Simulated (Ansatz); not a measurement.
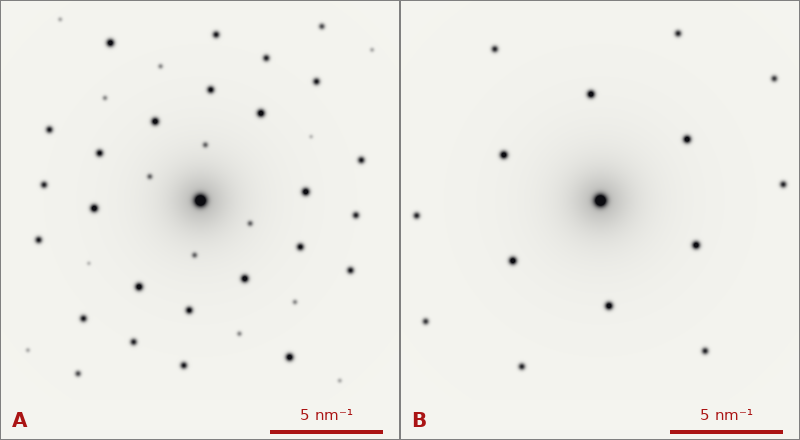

Kinematic electron diffraction patterns (120 kV, B = 0.5 Å², same scale, each along a low-index zone) of two structures of composition Cu2Au, each relaxed at zero pressure with DFT PBE, scalar-relativistic, plane waves, PAW in Ansatz. The runs are not spin-polarised.

The structures (standard cells):
1. Fd-3m (No. 227), a = 6.948 Å, 24 atoms; generated start, possibly hypothetical
2. Fm-3m (No. 225), a = 5.918 Å, 12 atoms; generated start, possibly hypothetical

**Which pattern belongs to which structure, and along which zone?**

A is structure 1 along [110] or an equivalent direction: centred rectangular net of -1 1 -1 at d = 4.01 Å and -1 1 1 at d = 4.01 Å, 70.5° apart (some points of this net are extinct or too weak to see). B is structure 2 along [111] or an equivalent direction: hexagonal net of -2 2 0 at d = 2.09 Å and -2 0 2 at d = 2.09 Å, 60.0° apart.

**Rank the structures by their computed energy.**

Structure 1 (Fd-3m, 13.98 Å³ an atom) is the lowest of these; structure 2 (Fm-3m, 17.27 Å³ an atom) lies about 260 meV an atom higher. These are static energies at 0 K; other structures, not shown, may lie lower still.
